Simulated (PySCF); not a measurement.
C$_{4}$H$_{7}$N, SMILES `CC1=CC1N`.

Level of theory: ωB97X/def2-TZVP (PySCF), at a geometry from GFN2-xTB. No frequency check shows the geometry to be a minimum.

Geometry (Å), atoms numbered from 1:

```
C1      -1.9190   -0.5331    0.0368
C2      -0.6531    0.2039   -0.0379
C3       0.0732    1.2637    0.1987
C4       0.7637    0.1160   -0.4924
N5       1.6976   -0.7563    0.1787
H6      -1.7692   -1.4733    0.5675
H7      -2.2647   -0.7724   -0.9691
H8      -2.6812    0.0528    0.5481
H9       0.1656    2.2397    0.6101
H10      1.0130    0.1872   -1.5488
H11      2.6333   -0.3613    0.1598
H12      1.4313   -0.8817    1.1502
```

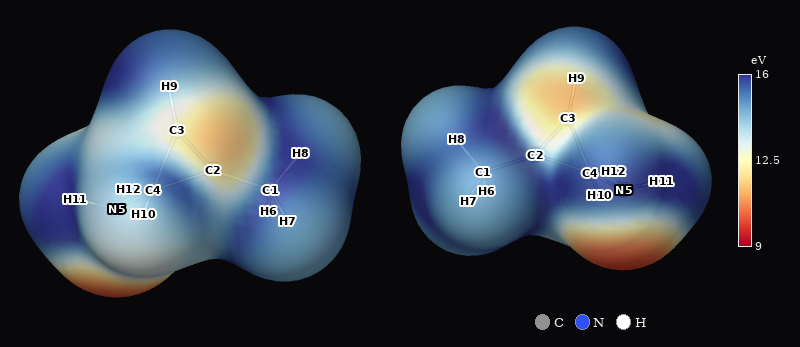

Average local ionisation energy on the surface of electron density 0.001 a.u. (back view left, front view right).

> Where are the most loosely bound electrons on this surface?

The lowest value is 9.9 eV, 2.1 Å from N5. Further minima include 11.1 eV, over C3, off the plane of its three bonds (2.1 Å); 11.4 eV, off the C2–C3 bond (2.1 to 2.2 Å from its atoms); 13.3 eV, 1.4 Å from H10. For comparison, the highest occupied orbital lies at −8.6 eV.

> What volume does the surface enclose, and what is the dipole moment?

About 110 Å³; the dipole moment is 1.4 D.
